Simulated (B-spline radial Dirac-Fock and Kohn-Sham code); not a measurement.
The ion Pr⁵⁺ ([Xe]). Method: the impulse approximation on Dirac–Fock orbitals (average of configuration) (computed with a radial B-spline solver).

Before looking at the plot, say what to expect. Its caption: Compton profiles of the subshells 1s1/2, 4d5/2, 5s1/2 and 5p3/2, per electron.

1s1/2: J(0) = 0.0135, half width 32 a.u., ⟨p⟩ = 56.3 a.u.; 4d5/2: J(0) = 0.122, half width 3.7 a.u., ⟨p⟩ = 5.66 a.u.; 5s1/2: J(0) = 0.523, half width 0.72 a.u., ⟨p⟩ = 2.22 a.u.; 5p3/2: J(0) = 0.361, half width 1.2 a.u., ⟨p⟩ = 2.27 a.u. Of these the tallest at pz = 0 is 5s1/2.

Here it is:

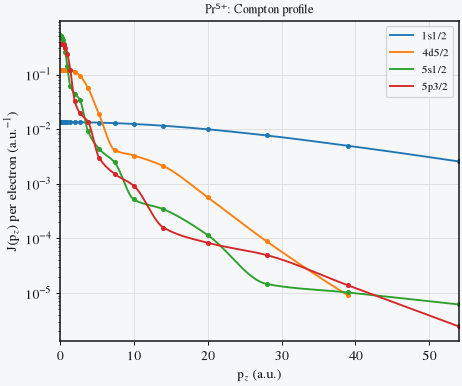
